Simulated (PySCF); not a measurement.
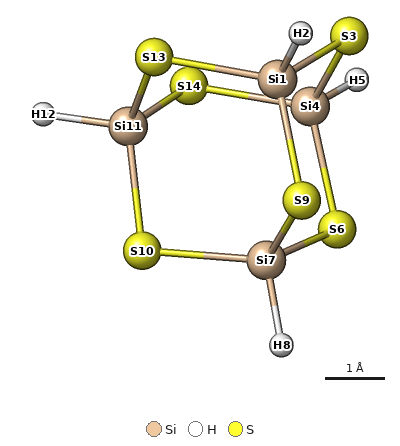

Fig. 1: The structure (ball-and-stick view, seen at a tilt; atoms are numbered from 1 in the order of the input).

# Si$_{4}$H$_{4}$S$_{6}$: a changed input and its effect

System: Si$_{4}$H$_{4}$S$_{6}$ ((HSi)4S6 adamantane).
Method of run A: GIAO wB97X-D/pcSseg-1 NMR shielding, non-relativistic, gas phase (PySCF 2.14.0).

The geometry comes from this level: PBE0-D3(BJ)/def2-SVP. Text and figures count atoms from 1; the logs count them from 0 in places.

Input file, run A:
```
{"job": {"kind": "nmr", "xc": "wB97X-D", "basis": "pcSseg-1", "pop": false}, "charge": 0, "multiplicity": 1}
Si     1.981705    -0.402487     0.303579
H      3.418667    -0.691517     0.521351
S      0.927351    -1.510455     1.808656
Si    -1.117352    -1.016920     1.384672
H     -1.925770    -1.752605     2.384810
S     -1.548144     1.061986     1.697234
Si    -0.331618     2.005297     0.202059
H     -0.568273     3.460815     0.345357
S      1.768471     1.719975     0.532132
S     -0.934982     1.507863    -1.795847
Si    -0.538751    -0.598750    -1.878478
H     -0.927058    -1.030997    -3.241389
S      1.545806    -1.068580    -1.688885
S     -1.769462    -1.727458    -0.532011
```

The first line tells a small driver script what to run in PySCF; the rest is the geometry in Å.

Command:
```bash
OMP_NUM_THREADS=2 python <driver script> task.json out
```

Hardware: 2 CPU threads, shared host.

Output (run A):
```
coarse grid: 18720 points
cycle   1  E = -3549.4736227983  dE =  1.710e+00  |g| = 7.253e-01  |ddm| = 4.371e+00
cycle   2  E = -3549.4891867236  dE = -1.556e-02  |g| = 7.578e-01  |ddm| = 2.253e+00
cycle   3  E = -3549.6388330131  dE = -1.496e-01  |g| = 4.121e-02  |ddm| = 1.269e+00
cycle   4  E = -3549.6394551193  dE = -6.221e-04  |g| = 1.772e-02  |ddm| = 8.442e-02
cycle   5  E = -3549.6395569833  dE = -1.019e-04  |g| = 5.022e-03  |ddm| = 3.637e-02
cycle   6  E = -3549.6395681536  dE = -1.117e-05  |g| = 7.294e-04  |ddm| = 1.125e-02
cycle   7  E = -3549.6395687560  dE = -6.023e-07  |g| = 2.007e-04  |ddm| = 3.588e-03
final grid: 139672 points
cycle   8  E = -3549.7205422719  dE = -9.222e-05  |g| = 7.776e-03  |ddm| = 4.743e-02
cycle   9  E = -3549.7205466720  dE = -4.400e-06  |g| = 3.638e-03  |ddm| = 1.046e-02
cycle  10  E = -3549.7205484891  dE = -1.817e-06  |g| = 7.525e-04  |ddm| = 4.572e-03
cycle  11  E = -3549.7205486487  dE = -1.597e-07  |g| = 2.062e-04  |ddm| = 1.559e-03
cycle  12  E = -3549.7205486664  dE = -1.764e-08  |g| = 5.779e-05  |ddm| = 5.813e-04
cycle  13  E = -3549.7205486673  dE = -9.795e-10  |g| = 8.436e-06  |ddm| = 1.285e-04
converged SCF energy = -3549.7205486673

GIAO shielding tensors (ppm)
atom      isotropic    diamagn.    paramagn.     s11        s22        s33       span
  0 Si     346.207     877.561    -531.354    291.773    373.197    373.651     81.878
  1 H       25.543      26.971      -1.428     22.059     22.074     32.496     10.438
  2 S      608.757    1059.417    -450.660    450.064    571.984    804.224    354.160
  3 Si     346.133     877.547    -531.414    291.550    373.303    373.546     81.996
  4 H       25.544      26.967      -1.423     22.065     22.071     32.497     10.432
  5 S      608.493    1059.411    -450.918    449.382    571.931    804.167    354.785
  6 Si     346.195     877.559    -531.364    291.742    373.336    373.505     81.763
  7 H       25.544      26.975      -1.430     22.064     22.070     32.499     10.435
  8 S      608.596    1059.435    -450.839    449.798    572.450    803.540    353.742
  9 S      609.084    1059.430    -450.346    450.460    572.531    804.260    353.799
 10 Si     346.302     877.566    -531.264    291.880    373.311    373.716     81.836
 11 H       25.546      26.976      -1.430     22.061     22.076     32.501     10.439
 12 S      609.359    1059.432    -450.073    450.974    572.506    804.597    353.623
 13 S      608.846    1059.421    -450.575    450.152    572.605    803.781    353.629
```

The input of run B differs as follows (lines with − go, lines with + come):
```diff
-"xc": "wB97X-D"
+"xc": "PBE0"
-"pop": false
```

What does this change do to the results?

The total energies belong to different methods, so their difference says nothing on which is more stable or more accurate. The HOMO goes from −9.71 to −7.87 eV. The LUMO goes from −0.36 to −2.06 eV. Of all shieldings, the largest change is that of S9, by −8.9 ppm. The functional changes from wB97X-D to PBE0. The SCF takes 12 iterations against 13.

Output (run B):
```
coarse grid: 18720 points
cycle   1  E = -3548.2822749357  dE =  1.573e+00  |g| = 6.002e-01  |ddm| = 4.499e+00
cycle   2  E = -3548.1836398969  dE =  9.864e-02  |g| = 8.594e-01  |ddm| = 2.365e+00
cycle   3  E = -3548.3861765554  dE = -2.025e-01  |g| = 7.699e-02  |ddm| = 1.631e+00
cycle   4  E = -3548.3877024583  dE = -1.526e-03  |g| = 2.507e-02  |ddm| = 1.654e-01
cycle   5  E = -3548.3878554942  dE = -1.530e-04  |g| = 2.503e-03  |ddm| = 4.027e-02
cycle   6  E = -3548.3878566296  dE = -1.135e-06  |g| = 4.494e-04  |ddm| = 3.568e-03
final grid: 139672 points
cycle   7  E = -3548.4553104545  dE = -2.899e-05  |g| = 8.144e-03  |ddm| = 4.334e-02
cycle   8  E = -3548.4553076294  dE =  2.825e-06  |g| = 8.491e-03  |ddm| = 2.272e-02
cycle   9  E = -3548.4553236032  dE = -1.597e-05  |g| = 1.503e-03  |ddm| = 1.423e-02
cycle  10  E = -3548.4553242826  dE = -6.793e-07  |g| = 6.692e-05  |ddm| = 2.758e-03
cycle  11  E = -3548.4553242837  dE = -1.129e-09  |g| = 1.465e-05  |ddm| = 1.173e-04
cycle  12  E = -3548.4553242837  dE = -4.638e-11  |g| = 7.446e-06  |ddm| = 3.554e-05
converged SCF energy = -3548.4553242837

GIAO shielding tensors (ppm)
atom      isotropic    diamagn.    paramagn.     s11        s22        s33       span
  0 Si     349.264     877.157    -527.893    296.027    375.671    376.095     80.068
  1 H       25.320      26.838      -1.518     21.902     21.917     32.141     10.239
  2 S      599.985    1058.679    -458.694    420.343    573.620    805.993    385.650
  3 Si     349.169     877.144    -527.975    295.795    375.720    375.993     80.199
  4 H       25.321      26.835      -1.514     21.908     21.913     32.141     10.233
  5 S      599.682    1058.671    -458.988    419.736    573.519    805.792    386.056
  6 Si     349.225     877.153    -527.929    295.964    375.750    375.960     79.996
  7 H       25.321      26.841      -1.519     21.908     21.913     32.143     10.236
  8 S      599.707    1058.693    -458.986    419.930    574.093    805.099    385.168
  9 S      600.302    1058.688    -458.386    420.809    574.196    805.900    385.091
 10 Si     349.342     877.162    -527.821    296.113    375.752    376.160     80.047
 11 H       25.323      26.843      -1.521     21.905     21.919     32.145     10.240
 12 S      600.571    1058.691    -458.119    421.371    574.140    806.203    384.831
 13 S      600.096    1058.682    -458.586    420.439    574.312    805.537    385.098
```

The two runs side by side:

| quantity | run A | run B |
| --- | --- | --- |
| outcome | converged | converged |
| total energy (hartree) | −3549.720549 | −3548.455324 |
| HOMO (eV) | −9.71 | −7.87 |
| LUMO (eV) | −0.36 | −2.06 |
| dipole moment (D) | 0.01 | 0.01 |
| shielding of Si1 (ppm) | 346.2 | 349.3 |
| shielding of S3 (ppm) | 608.8 | 600.0 |
| shielding of S6 (ppm) | 608.5 | 599.7 |
| shielding of S9 (ppm) | 608.6 | 599.7 |
| shielding of S10 (ppm) | 609.1 | 600.3 |
| shielding of S13 (ppm) | 609.4 | 600.6 |
| shielding of S14 (ppm) | 608.8 | 600.1 |
| SCF iterations | 13 | 12 |
| basis functions | 260 | 260 |
| wall time (shared host) | 58 s | 57 s |
